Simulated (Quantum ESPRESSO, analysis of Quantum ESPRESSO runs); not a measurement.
**Migration barrier of interstitial H in fcc Al, hop from a tetrahedral to the next octahedral site (PBE) (Quantum ESPRESSO)**

How near does this set-up come to the measured migration barrier? Subject: interstitial H in fcc Al, hop from a tetrahedral to the next octahedral site. Set-up: PBE, GBRV 1.5 PBE, cutoffs x 0.85, 32-site cell, PBE lattice, k: 3x3x3. The model is a cell of 32 host atoms with 1 H put in. The barrier is the energy of the highest image of a climbing band over the relaxed site that the atom leaves. This set-up takes another basis size than the usual one.

**The experiment.** Migration barrier: 0.452 eV, by diffusion measurements (T > 250 K); average of cited values (quoted in “Explainable Machine Learning for Hydrogen Diffusion in Metals and Random Binary Alloys”, 2023, G. M. Lu et al., quoting earlier work (1981)). The calculation is set beside it at the end.

Calculated with Quantum ESPRESSO 7.5; Quantum ESPRESSO plane-wave DFT, PBE, GBRV 1.5 PBE potentials; relaxation of all atoms of a defect supercell.

### Step 1. The structure

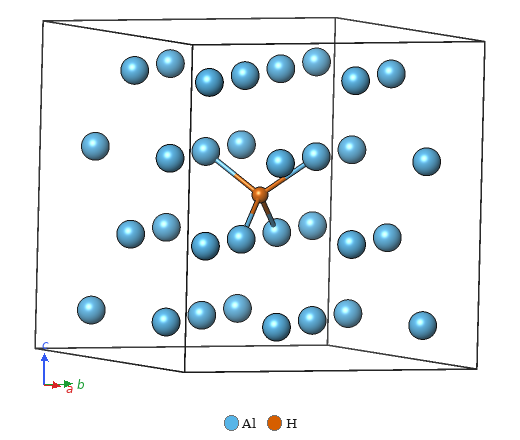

The cell as given, slightly off an axis (aluminium blue, hydrogen orange).

The cell holds 33 atoms: 32 Al and 1 H. Its edges and angles: a = 8.081 Å, b = 8.081 Å, c = 8.081 Å, α = 90.0°, β = 90.0°, γ = 90.0°. It derives from Al (space group Fm-3m). Nearest the centre at fractional (0.375, 0.375, 0.375): H33 at 0.00 Å, Al8 at 1.75 Å, Al18 at 1.75 Å, Al11 at 1.75 Å, Al29 at 1.75 Å, Al16 at 3.35 Å, Al4 at 3.35 Å, Al15 at 3.35 Å.

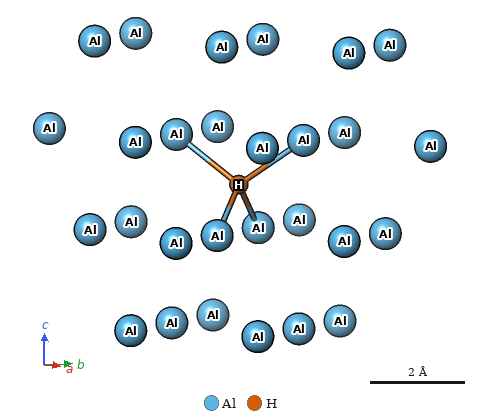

The atoms within 5 Å of the centre.

The host's primitive cell comes from a first run (Quantum ESPRESSO plane-wave DFT, PBE, GBRV 1.5 PBE potentials; relaxation of cell and atoms of a defect-free cell): vectors of 2.857, 2.857 and 2.857 Å. That is 16.49 Å³ an atom, 0.7 % under the diffraction cell's volume. The supercell is built on it.

### Step 2. Relaxation, charge 0

A barrier counts from a true minimum, so both ends of the jump are relaxed first.

pw.in

```
&CONTROL
  calculation = 'relax'
  prefix = 'pwscf'
  outdir = './tmp'
  pseudo_dir = './pseudo'
  tprnfor = .true.
  disk_io = 'low'
  nstep = 70
  forc_conv_thr = 0.00078
  etot_conv_thr = 0.0001
/
&SYSTEM
  ibrav = 0
  nat = 33
  ntyp = 2
  ecutwfc = 38
  ecutrho = 306
  nbnd = 63
  occupations = 'smearing'
  smearing = 'mv'
  degauss = 0.00734986
/
&ELECTRONS
  conv_thr = 3d-08
  electron_maxstep = 100
  mixing_beta = 0.5
/
&IONS
  ion_dynamics = 'bfgs'
/
ATOMIC_SPECIES
Al    26.9815 al_pbe_v1.uspp.F.UPF
H      1.0080 h_pbe_v1.4.uspp.F.UPF
CELL_PARAMETERS angstrom
   8.0810420189    0.0000000000    0.0000000000
   0.0000000000    8.0810420189    0.0000000000
   0.0000000000    0.0000000000    8.0810420189
ATOMIC_POSITIONS crystal
Al     0.0000000000    0.0000000000    0.0000000000
Al     0.0000000000    0.2500000000    0.2500000000
Al     0.2500000000    0.0000000000    0.2500000000
Al     0.2500000000    0.2500000000    0.0000000000
Al     0.0000000000    0.0000000000    0.5000000000
Al     0.0000000000    0.2500000000    0.7500000000
Al     0.2500000000    0.0000000000    0.7500000000
Al     0.2500000000    0.2500000000    0.5000000000
Al     0.0000000000    0.5000000000    0.0000000000
Al     0.0000000000    0.7500000000    0.2500000000
Al     0.2500000000    0.5000000000    0.2500000000
Al     0.2500000000    0.7500000000    0.0000000000
Al     0.0000000000    0.5000000000    0.5000000000
Al     0.0000000000    0.7500000000    0.7500000000
Al     0.2500000000    0.5000000000    0.7500000000
Al     0.2500000000    0.7500000000    0.5000000000
Al     0.5000000000    0.0000000000    0.0000000000
Al     0.5000000000    0.2500000000    0.2500000000
Al     0.7500000000    0.0000000000    0.2500000000
Al     0.7500000000    0.2500000000    0.0000000000
Al     0.5000000000    0.0000000000    0.5000000000
Al     0.5000000000    0.2500000000    0.7500000000
Al     0.7500000000    0.0000000000    0.7500000000
Al     0.7500000000    0.2500000000    0.5000000000
Al     0.5000000000    0.5000000000    0.0000000000
Al     0.5000000000    0.7500000000    0.2500000000
Al     0.7500000000    0.5000000000    0.2500000000
Al     0.7500000000    0.7500000000    0.0000000000
Al     0.5000000000    0.5000000000    0.5000000000
Al     0.5000000000    0.7500000000    0.7500000000
Al     0.7500000000    0.5000000000    0.7500000000
Al     0.7500000000    0.7500000000    0.5000000000
H      0.3750000000    0.3750000000    0.3750000000
K_POINTS automatic
3 3 3 0 0 0
```

On the command line:

```
> OMP_NUM_THREADS=1 mpirun -n 4 pw.x -nk 4 -in pw.in > pw.out
```

The program printed:

```text
This program is part of the open-source Quantum ESPRESSO suite
     for quantum simulation of materials; please cite
         "P. Giannozzi et al., J. Phys.:Condens. Matter 21 395502 (2009);
         "P. Giannozzi et al., J. Phys.:Condens. Matter 29 465901 (2017);
         "P. Giannozzi et al., J. Chem. Phys. 152 154105 (2020);
          URL
     in publications or presentations arising from this work. More details at

     Message from routine setup:
     using ibrav=0 with symmetry is DISCOURAGED, use correct ibrav instead

     K-points division:     npool     =       4
     Subspace diagonalization in iterative solution of the eigenvalue problem:
     a serial algorithm will be used

     G-vector sticks info
     --------------------
     sticks:   dense  smooth     PW     G-vecs:    dense   smooth      PW
     Sum        5681    2801    761               321781   112451   15791

     Using Slab Decomposition

     bravais-lattice index     =            0
     lattice parameter (alat)  =      15.2710  a.u.
     unit-cell volume          =    3561.2191 (a.u.)^3
     number of atoms/cell      =           33
     number of atomic types    =            2
     number of electrons       =        97.00
     number of Kohn-Sham states=           63
     kinetic-energy cutoff     =      38.0000  Ry
     charge density cutoff     =     306.0000  Ry
     scf convergence threshold =      3.0E-08
     mixing beta               =       0.5000
     number of iterations used =            8  plain     mixing
     energy convergence thresh.=      1.0E-04
     force convergence thresh. =      7.8E-04
     Exchange-correlation=  SLA  PW   PBX  PBC
                           (   1   4   3   4   0   0   0)
     nstep                     =           70

     celldm(1)=  15.270956  celldm(2)=   0.000000  celldm(3)=   0.000000
     celldm(4)=   0.000000  celldm(5)=   0.000000  celldm(6)=   0.000000

     crystal axes: (cart. coord. in units of alat)
               a(1) = (   1.000000   0.000000   0.000000 )
               a(2) = (   0.000000   1.000000   0.000000 )
               a(3) = (   0.000000   0.000000   1.000000 )

     reciprocal axes: (cart. coord. in units 2 pi/alat)
               b(1) = (  1.000000  0.000000  0.000000 )
               b(2) = (  0.000000  1.000000  0.000000 )
               b(3) = (  0.000000  0.000000  1.000000 )

     PseudoPot. # 1 for Al read from file:
     al_pbe_v1.uspp.F.UPF
     Pseudo is Ultrasoft + core correction, Zval =  3.0
     Generated by new atomic code, or converted to UPF format
     Using radial grid of  893 points,  3 beta functions with:
                l(1) =   0
                l(2) =   1
                l(3) =   2
     Q(r) pseudized with  8 coefficients,  rinner =    0.900   0.900   0.900
                                                       0.900   0.900

     PseudoPot. # 2 for H  read from file:
     h_pbe_v1.4.uspp.F.UPF
     Pseudo is Ultrasoft, Zval =  1.0
     Generated by new atomic code, or converted to UPF format
     Using radial grid of  615 points,  2 beta functions with:
                l(1) =   0
                l(2) =   0
     Q(r) pseudized with  8 coefficients,  rinner =    0.700

     atomic species   valence    mass     pseudopotential
     Al                3.00    26.98150     Al( 1.00)
     H                 1.00     1.00800     H ( 1.00)

     24 Sym. Ops. (no inversion) found (18 have fractional translation)

   Cartesian axes

     site n.     atom                  positions (alat units)
         1        Al     tau(   1) = (   0.0000000   0.0000000   0.0000000  )
         2        Al     tau(   2) = (   0.0000000   0.2500000   0.2500000  )
         3        Al     tau(   3) = (   0.2500000   0.0000000   0.2500000  )
         4        Al     tau(   4) = (   0.2500000   0.2500000   0.0000000  )
         5        Al     tau(   5) = (   0.0000000   0.0000000   0.5000000  )
         6        Al     tau(   6) = (   0.0000000   0.2500000   0.7500000  )
         7        Al     tau(   7) = (   0.2500000   0.0000000   0.7500000  )
         8        Al     tau(   8) = (   0.2500000   0.2500000   0.5000000  )
         9        Al     tau(   9) = (   0.0000000   0.5000000   0.0000000  )
        10        Al     tau(  10) = (   0.0000000   0.7500000   0.2500000  )
        11        Al     tau(  11) = (   0.2500000   0.5000000   0.2500000  )
        12        Al     tau(  12) = (   0.2500000   0.7500000   0.0000000  )
        13        Al     tau(  13) = (   0.0000000   0.5000000   0.5000000  )
        14        Al     tau(  14) = (   0.0000000   0.7500000   0.7500000  )
        15        Al     tau(  15) = (   0.2500000   0.5000000   0.7500000  )
        16        Al     tau(  16) = (   0.2500000   0.7500000   0.5000000  )
[...]
25        Al     tau(  25) = (   0.5000000   0.5000000   0.0000000  )
        26        Al     tau(  26) = (   0.5000000   0.7500000   0.2500000  )
        27        Al     tau(  27) = (   0.7500000   0.5000000   0.2500000  )
        28        Al     tau(  28) = (   0.7500000   0.7500000   0.0000000  )
        29        Al     tau(  29) = (   0.5000000   0.5000000   0.5000000  )
        30        Al     tau(  30) = (   0.5000000   0.7500000   0.7500000  )
        31        Al     tau(  31) = (   0.7500000   0.5000000   0.7500000  )
        32        Al     tau(  32) = (   0.7500000   0.7500000   0.5000000  )
        33        H      tau(  33) = (   0.3750000   0.3750000   0.3750000  )

     number of k points=     4  Marzari-Vanderbilt smearing, width (Ry)=  0.0073
                       cart. coord. in units 2pi/alat
        k(    1) = (   0.0000000   0.0000000   0.0000000), wk =   0.0740741
        k(    2) = (   0.0000000   0.0000000   0.3333333), wk =   0.4444444
        k(    3) = (   0.0000000   0.3333333   0.3333333), wk =   0.8888889
        k(    4) = (   0.3333333   0.3333333   0.3333333), wk =   0.5925926

     Dense  grid:   321781 G-vectors     FFT dimensions: (  96,  96,  96)

     Smooth grid:   112451 G-vectors     FFT dimensions: (  60,  60,  60)

     Initial potential from superposition of free atoms

     starting charge      96.9211, renormalised to      97.0000
     Starting wfcs are  129 randomized atomic wfcs

     Self-consistent Calculation

     iteration #  1     ecut=    38.00 Ry     beta= 0.50
     Davidson diagonalization with overlap
     ethr =  1.00E-02,  avg # of iterations =  3.0

     Threshold (ethr) on eigenvalues was too large:
     Diagonalizing with lowered threshold

     Davidson diagonalization with overlap
[...]
Davidson diagonalization with overlap
     ethr =  5.75E-11,  avg # of iterations =  2.0

     total energy              =    -215.81636616 Ry
     estimated scf accuracy    <          7.1E-09 Ry

     iteration #  7     ecut=    38.00 Ry     beta= 0.50
     Davidson diagonalization with overlap
     ethr =  7.33E-12,  avg # of iterations =  2.0

     End of self-consistent calculation

          k = 0.0000 0.0000 0.0000 ( 13997 PWs)   bands (ev):

[...]
9.0034   9.0034   9.1089   9.1090   9.1090   9.1705   9.1705

          k = 0.0000 0.0000 0.3333 ( 14090 PWs)   bands (ev):

[...]
8.7631   8.7856   8.8135   9.4404   9.4701   9.4701   9.5269

          k = 0.0000 0.3333 0.3333 ( 14045 PWs)   bands (ev):

[...]
9.0248   9.0735   9.4936   9.6071   9.6452   9.6509  10.5280

          k = 0.3333 0.3333 0.3333 ( 14111 PWs)   bands (ev):

[...]
9.4215   9.6310   9.7428   9.7428   9.9198   9.9757   9.9757

     the Fermi energy is     7.7616 ev

!    total energy              =    -215.81636616 Ry
     estimated scf accuracy    <          3.3E-10 Ry
     smearing contrib. (-TS)   =       0.00295059 Ry
     internal energy E=F+TS    =    -215.81931675 Ry

     The total energy is F=E-TS. E is the sum of the following terms:
     one-electron contribution =      95.98103683 Ry
     hartree contribution      =       0.55285035 Ry
     xc contribution           =    -138.24661033 Ry
     ewald contribution        =    -174.10659360 Ry

     convergence has been achieved in   7 iterations

     Forces acting on atoms (cartesian axes, Ry/au):

[...]
Total force =     0.003816     Total SCF correction =     0.000017
     Energy error            =      8.2E-05 Ry
     Gradient error          =      8.2E-04 Ry/Bohr

     number of scf cycles    =   8
     number of bfgs steps    =   7

     energy             old  =    -215.8162846149 Ry
     energy             new  =    -215.8163661560 Ry

     CASE: energy            _new < energy            _old

     new trust radius        =       0.0049200237 bohr
     new conv_thr            =       0.0000000003 Ry

ATOMIC_POSITIONS (crystal)
[...]
NEW-OLD atomic charge density approx. for the potential

     Self-consistent Calculation

     iteration #  1     ecut=    38.00 Ry     beta= 0.50
     Davidson diagonalization with overlap
     ethr =  1.00E-06,  avg # of iterations =  2.0

     Threshold (ethr) on eigenvalues was too large:
     Diagonalizing with lowered threshold

     Davidson diagonalization with overlap
     ethr =  3.22E-09,  avg # of iterations =  5.0

     total energy              =    -215.81638878 Ry
     estimated scf accuracy    <       0.00000881 Ry

     iteration #  2     ecut=    38.00 Ry     beta= 0.50
     Davidson diagonalization with overlap
     ethr =  9.09E-09,  avg # of iterations =  2.0

     total energy              =    -215.81639075 Ry
     estimated scf accuracy    <       0.00000603 Ry

     iteration #  3     ecut=    38.00 Ry     beta= 0.50
     Davidson diagonalization with overlap
     ethr =  6.22E-09,  avg # of iterations =  2.0

     total energy              =    -215.81639178 Ry
     estimated scf accuracy    <       0.00000042 Ry

     iteration #  4     ecut=    38.00 Ry     beta= 0.50
     Davidson diagonalization with overlap
     ethr =  4.33E-10,  avg # of iterations =  2.8

     total energy              =    -215.81639184 Ry
     estimated scf accuracy    <       0.00000050 Ry

     iteration #  5     ecut=    38.00 Ry     beta= 0.50
     Davidson diagonalization with overlap
     ethr =  4.33E-10,  avg # of iterations =  2.2

     total energy              =    -215.81639191 Ry
     estimated scf accuracy    <       0.00000001 Ry

     iteration #  6     ecut=    38.00 Ry     beta= 0.50
     Davidson diagonalization with overlap
     ethr =  1.42E-11,  avg # of iterations =  2.8

     total energy              =    -215.81639191 Ry
     estimated scf accuracy    <          2.2E-09 Ry

     iteration #  7     ecut=    38.00 Ry     beta= 0.50
     Davidson diagonalization with overlap
     ethr =  2.31E-12,  avg # of iterations =  2.0

     End of self-consistent calculation

          k = 0.0000 0.0000 0.0000 ( 13997 PWs)   bands (ev):

[...]
9.0043   9.0043   9.1118   9.1118   9.1118   9.1720   9.1720

          k = 0.0000 0.0000 0.3333 ( 14090 PWs)   bands (ev):

[...]
8.7641   8.7853   8.8138   9.4431   9.4690   9.4690   9.5264

          k = 0.0000 0.3333 0.3333 ( 14045 PWs)   bands (ev):

[...]
8.2928   8.4303   8.7984   8.8558   8.8569   8.8775   8.9061   8.9181
     9.0255   9.0732   9.4935   9.6088   9.6441   9.6508  10.5278

          k = 0.3333 0.3333 0.3333 ( 14111 PWs)   bands (ev):

    -2.6769  -2.0862  -1.7563  -1.7563  -1.2200  -1.0073  -1.0073  -0.3457
     0.7116   1.2094   1.2094   1.5446   1.9142   1.9142   1.9680   1.9684
     1.9684   2.4565   2.6918   2.6918   3.1456   3.3961   3.3961   3.7625
     4.0658   4.0658   4.1219   4.1219   4.1228   4.5763   4.6971   4.6971
     4.8784   4.9761   4.9761   5.4316   5.5915   5.5915   6.5993   6.9299
     6.9299   6.9663   6.9899   6.9899   7.4603   7.6454   7.6454   7.6806
     7.7004   7.7004   8.3647   8.7793   8.9677   8.9677   9.2640   9.4216
     9.4216   9.6299   9.7439   9.7439   9.9181   9.9762   9.9762

     the Fermi energy is     7.7617 ev

!    total energy              =    -215.81639191 Ry
     estimated scf accuracy    <          9.1E-11 Ry
     smearing contrib. (-TS)   =       0.00291989 Ry
     internal energy E=F+TS    =    -215.81931180 Ry

     The total energy is F=E-TS. E is the sum of the following terms:
     one-electron contribution =      95.97429996 Ry
     hartree contribution      =       0.55588585 Ry
     xc contribution           =    -138.24673308 Ry
     ewald contribution        =    -174.10276452 Ry

     convergence has been achieved in   7 iterations

     Forces acting on atoms (cartesian axes, Ry/au):

[...]
atom   26 type  1   force =    -0.00013688   -0.00016889    0.00013688
     atom   27 type  1   force =    -0.00016889   -0.00013688    0.00013688
     atom   28 type  1   force =    -0.00019590   -0.00019590    0.00019590
     atom   29 type  1   force =    -0.00000669   -0.00000669   -0.00000669
     atom   30 type  1   force =     0.00069624   -0.00017439   -0.00017439
     atom   31 type  1   force =    -0.00017439    0.00069624   -0.00017439
     atom   32 type  1   force =    -0.00017439   -0.00017439    0.00069624
     atom   33 type  2   force =     0.00000000    0.00000000    0.00000000

     Total force =     0.002793     Total SCF correction =     0.000011
     Energy error            =      2.6E-05 Ry
     Gradient error          =      7.0E-04 Ry/Bohr

     bfgs converged in   9 scf cycles and   8 bfgs steps
     (criteria: energy <  1.0E-04 Ry, force <  7.8E-04 Ry/Bohr)

     End of BFGS Geometry Optimization

     Final energy             =    -215.8163919110 Ry

     File ./tmp/pwscf.bfgs deleted, as requested
Begin final coordinates

ATOMIC_POSITIONS (crystal)
[...]
Al               0.4996753795        0.7492008893        0.2503246205
Al               0.7492008893        0.4996753795        0.2503246205
Al               0.7496797098        0.7496797098        0.0003202902
Al               0.5092177948        0.5092177948        0.5092177948
Al               0.5002141431        0.7521819157        0.7521819157
Al               0.7521819157        0.5002141431        0.7521819157
Al               0.7521819157        0.7521819157        0.5002141431
H                0.3750000000        0.3750000000        0.3750000000
End final coordinates

=------------------------------------------------------------------------------=
   JOB DONE.
=------------------------------------------------------------------------------=
```

Elapsed: 4.2 min, on 4 MPI ranks of Arm Neoverse V1, shared host; peak memory 1.4 GiB.

The steps of the relaxation:

| step | energy less that of the first step (eV) |
| --- | --- |
| 0 | 0.0000 |
| 1 | -0.1210 |
| 2 | -0.2157 |
| 3 | -0.2918 |
| 4 | -0.3059 |
| 5 | -0.3093 |
| 6 | -0.3131 |
| 7 | -0.3142 |
| 8 | -0.3146 |

The atoms that moved most (Å):

| atom | dx | dy | dz | length |
| --- | --- | --- | --- | --- |
| Al8 | -0.074 | -0.074 | 0.074 | 0.129 |
| Al11 | -0.074 | 0.074 | -0.074 | 0.129 |
| Al29 | 0.074 | 0.074 | 0.074 | 0.129 |
| Al18 | 0.074 | -0.074 | -0.074 | 0.129 |
| Al9 | -0.018 | 0.002 | -0.018 | 0.025 |
| Al17 | 0.002 | -0.018 | -0.018 | 0.025 |
| Al5 | -0.018 | -0.018 | 0.002 | 0.025 |
| Al12 | -0.002 | 0.018 | -0.018 | 0.025 |

The relaxed structure:

```xyz
33
Lattice="8.0810 0.0000 0.0000 0.0000 8.0810 0.0000 0.0000 0.0000 8.0810" Properties=species:S:1:pos:R:3 pbc="T T T"
Al    0.0026    0.0026    0.0026
Al    0.0065    2.0229    2.0229
Al    2.0229    0.0065    2.0229
Al    2.0229    2.0229    0.0065
Al   -0.0176   -0.0176    4.0423
Al   -0.0176    2.0185    6.0784
Al    2.0185   -0.0176    6.0784
Al    1.9458    1.9458    4.1150
Al   -0.0176    4.0423   -0.0176
Al   -0.0176    6.0784    2.0185
Al    1.9458    4.1150    1.9458
Al    2.0185    6.0784   -0.0176
Al    0.0065    4.0379    4.0379
Al    0.0026    6.0582    6.0582
Al    2.0229    4.0379    6.0543
Al    2.0229    6.0543    4.0379
Al    4.0423   -0.0176   -0.0176
Al    4.1150    1.9458    1.9458
Al    6.0784   -0.0176    2.0185
Al    6.0784    2.0185   -0.0176
Al    4.0379    0.0065    4.0379
Al    4.0379    2.0229    6.0543
Al    6.0582    0.0026    6.0582
Al    6.0543    2.0229    4.0379
Al    4.0379    4.0379    0.0065
Al    4.0379    6.0543    2.0229
Al    6.0543    4.0379    2.0229
Al    6.0582    6.0582    0.0026
Al    4.1150    4.1150    4.1150
Al    4.0423    6.0784    6.0784
Al    6.0784    4.0423    6.0784
Al    6.0784    6.0784    4.0423
H     3.0304    3.0304    3.0304
```

Neighbours of H33 at the end:

| atom | distance (Å) |
| --- | --- |
| Al8 | 1.879 |
| Al29 | 1.879 |
| Al11 | 1.879 |
| Al18 | 1.879 |
| Al13 | 3.343 |
| Al4 | 3.343 |
| Al15 | 3.343 |
| Al21 | 3.343 |
| Al25 | 3.343 |
| Al27 | 3.343 |
| Al26 | 3.343 |
| Al24 | 3.343 |
| Al22 | 3.343 |
| Al16 | 3.343 |
| Al2 | 3.343 |
| Al3 | 3.343 |

First to last step the energy falls by 0.315 eV; the largest move, 0.13 Å, is that of Al8 and 3 other atoms alike.

(Part 1 of 3 ends here.)

[Logs are printed without paths, hosts, clocks, repeated set-up lines and the standing remarks that a program may print on its own settings, such as how far it seeks lower states.]

[Hosts, paths, dates, database ids (printed as entryN), source tags and the programs' standing remarks are cut or masked in the printed files.]

[For some hosts the program warned that the k-mesh of the response run may be too coarse for force constants and the static dielectric constant; such warnings are not shown here.]
